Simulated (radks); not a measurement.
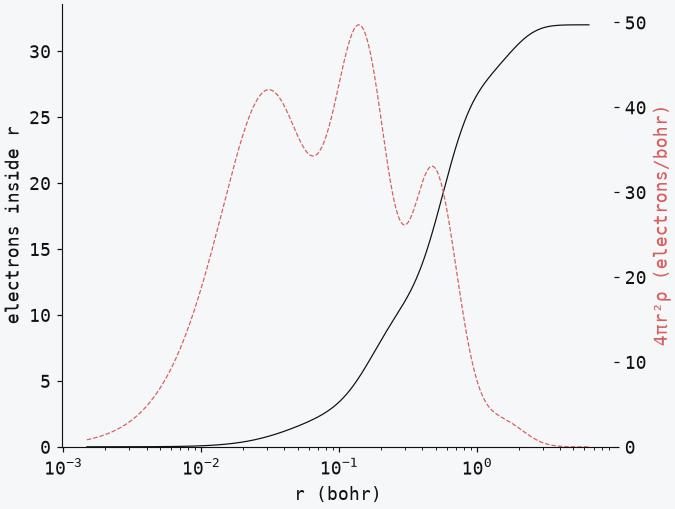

System: the Se²⁺ ion, configuration [Ar] 3d10 4s2 4p2 (high spin). Method: scalar-relativistic Kohn-Sham, r2SCAN, spin-polarised, spherical densities, finite nucleus; computed with the in-house radial solver radks.

The plot shows the number of electrons inside radius r (solid) and the radial density 4πr²ρ (dashed).

Read the plot.

Answer. The count levels off at 32 electrons. Half of them lie within 0.465 bohr, 90 % within 1.41 bohr and 99 % within 2.84 bohr. The radial density has minima at 0.0645 and 0.297 bohr, where the count stands at 2.1 and 11.0; these part the shells that the density resolves.
